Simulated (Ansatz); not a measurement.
## Electronic structure of CH₃F₄OTa (SMILES C[O][Ta]([F])([F])([F])[F]) in real space

```yaml
atoms:
  - { symbol: C, position_ang: [0.5532, -1.6805, 0.0115] }
  - { symbol: O, position_ang: [-0.3420, -0.5914, -0.0204] }
  - { symbol: Ta, position_ang: [-0.4833, 1.2444, -0.0119] }
  - { symbol: F, position_ang: [-2.3652, 1.2635, -0.1015] }
  - { symbol: F, position_ang: [-0.4242, 2.0906, -1.6720] }
  - { symbol: F, position_ang: [-0.5831, 2.0628, 1.6601] }
  - { symbol: F, position_ang: [1.3961, 1.4439, 0.0792] }
  - { symbol: H, position_ang: [1.5817, -1.3155, 0.0623] }
  - { symbol: H, position_ang: [0.3338, -2.2924, 0.8875] }
  - { symbol: H, position_ang: [0.4162, -2.2766, -0.8919] }
```

Geometry: PBE0-D4/def2-TZVP; core potentials replace the inner electrons of Ta.

Level of theory: Ansatz, RKS PBE0-D4/def2-TZVPP.

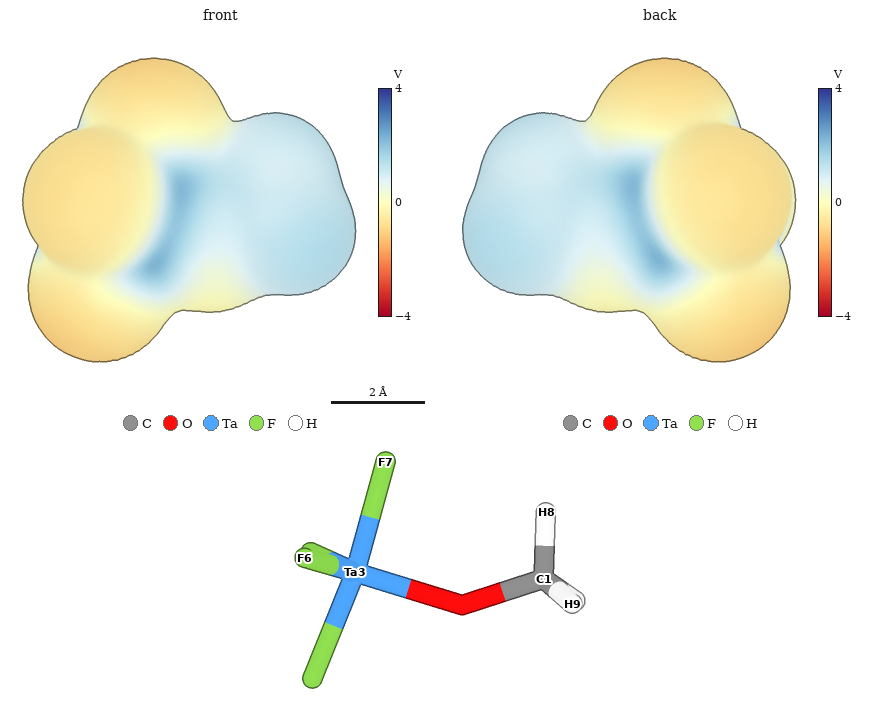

Figure 1. The molecular electrostatic potential painted on the density surface at 0.002 e/bohr³, seen from the front and from behind; red is negative and blue positive. The bare structure is drawn below in the same view.

Q: Where is the surface potential most negative and most positive?

A: The most negative region (about −1.0 V) lies over F4, the most positive (about +3.5 V) over Ta3.

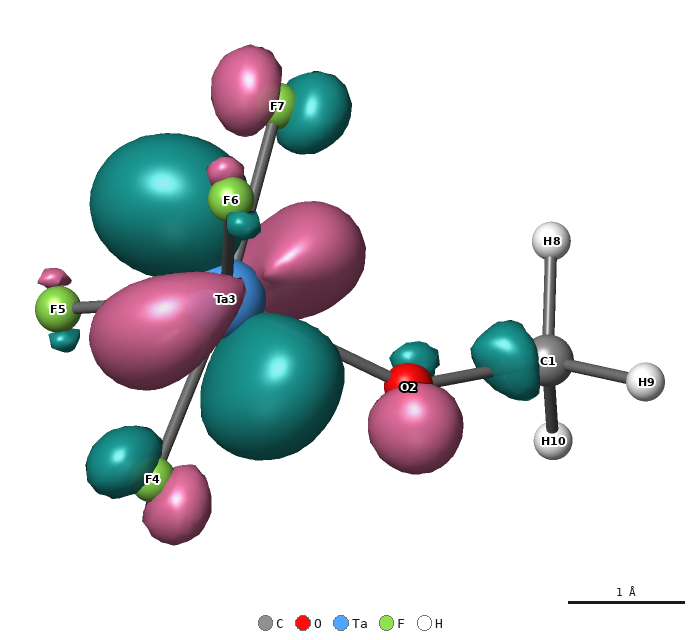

Figure 2. The LUMO at ±0.2 Å⁻³ᐟ² (teal and pink are the two phases), seen at a tilt.

Q: What is the character of this orbital?

A: Its weight (Hirshfeld) is mainly on Ta3 (about 70 %), O2 (about 10 %), F7 (about 10 %) and F4 (about 5 %). Its energy is −1.83 eV.

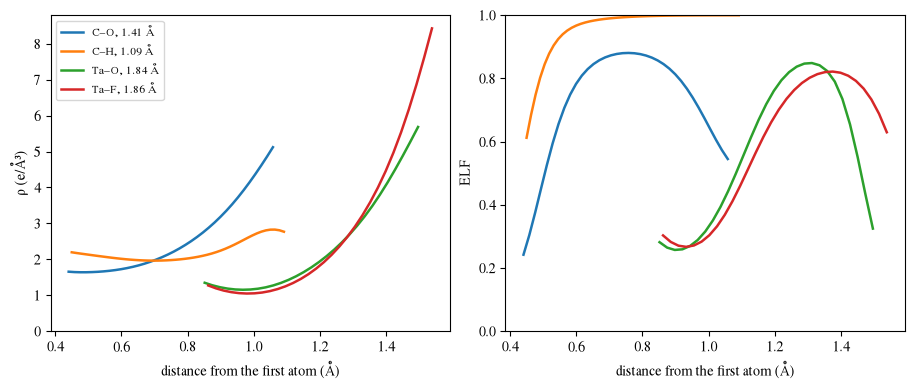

Figure 3. Electron density and electron localisation function along straight lines between neighbouring atoms. The curves leave out the atomic cores.

Q: What can be read from the curves?

A: C–O (1.41 Å): ρ at the midpoint is about 2 e/Å³, with its minimum of 1.6 e/Å³ about 0.5 Å from C; the ELF peaks at about 0.90 between the atoms (a shared but strongly polarised pair).
C–H (1.09 Å): the density is about 2.1 e/Å³ at the midpoint; the ELF climbs to about 1 towards the hydrogen, as it does in any bond to H; an ordinary covalent bond to hydrogen.
Ta–O (1.84 Å): the density is about 1.2 e/Å³ at the midpoint; the ELF peaks at about 0.85 in the valence shell of O, 0.5 Å from its nucleus, and drops to about 0.25 between the two atoms.
Ta–F (1.86 Å): ρ at the midpoint is about 1.1 e/Å³; the ELF peaks at about 0.80 in the valence shell of F, 0.5 Å from its nucleus, and drops to about 0.25 between the two atoms.
